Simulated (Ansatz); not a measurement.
**Au$_{2}$O (charge +1, quartet): density, localisation and related maps**

Input

```
crystal:
  periodic: [false, false, false]
  atoms:
    - {symbol: Au, position_ang: [0.722324, -1.787490, 0.083660]}
    - {symbol: Au, position_ang: [-0.727282, 1.785922, -0.083705]}
    - {symbol: O, position_ang: [0.004967, 0.001578, 0.000045]}
basis:
  gaussian: {orbitals: def2-TZVP, initial_orbitals: start.molden}
total_charge: 1
magnetization: {spin_polarized: true, initial_magnetization: 3}
hamiltonian: {xc: pbe0, dispersion: d4}
output: {orbitals: {seedname: orbitals}}
```

Run with:

```sh
ansatz run in.yaml --threads 4 --pin off --events-out ev --progress --plain --max-ram 3916MiB
```

Geometry: r2SCAN-D4/def2-TZVP; core potentials replace the inner electrons of Au.

All numbers below come from UKS PBE0-D4/def2-TZVP (Ansatz 0.2.0).

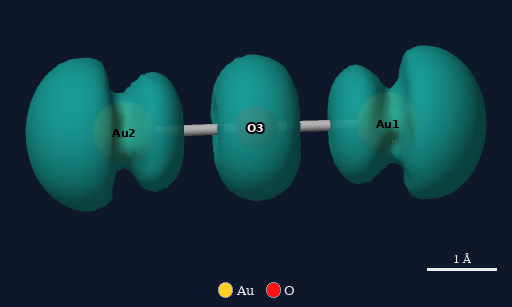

Figure 1. Isosurfaces of the spin density (α minus β) at +0.04 (teal) and −0.04 e/Å³ (pink), seen from one side.

### Which atoms carry the spin?

The unpaired spin (3 electrons) lies mostly on O3 (about 1.1), Au1 (about 0.9) and Au2 (about 0.9), in electrons by Hirshfeld's partition.

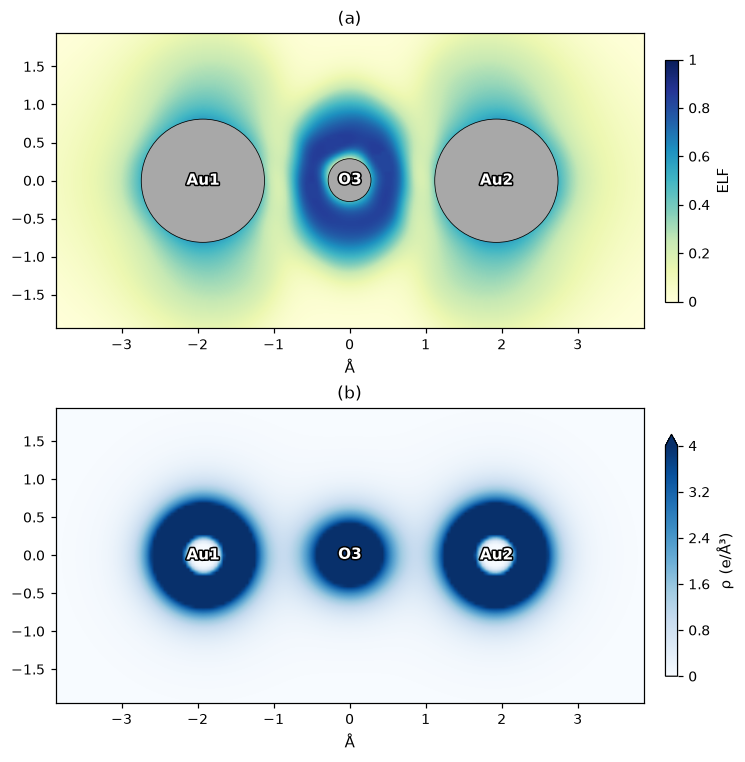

Figure 2. (a) electron localisation function; (b) electron density on a plane that holds the molecular axis. Grey discs cover the atomic cores in the ELF map.

### What do the fields say about this system?

Atoms in the plane: Au and O.
Au–O (1.93 Å): the density is about 1.1 e/Å³ at the midpoint, with its minimum of 0.99 e/Å³ about 1.1 Å from Au; the ELF peaks at about 0.85 in the valence shell of O, 0.5 Å from its nucleus, and drops to about 0.20 between the two atoms.

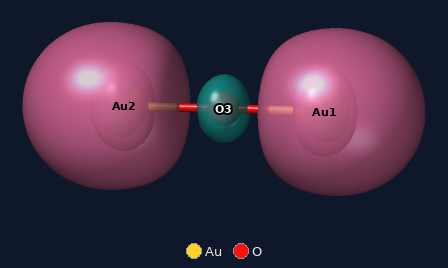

Figure 3. The HOMO (α) at ±0.1 Å⁻³ᐟ² (teal and pink are the two phases), seen from one side.

### What is the character of this orbital?

By Hirshfeld shares it lies mainly on Au1 (about 50 %) and Au2 (about 50 %); it is of σ type; it is gerade (even under inversion). Its energy is −11.38 eV.
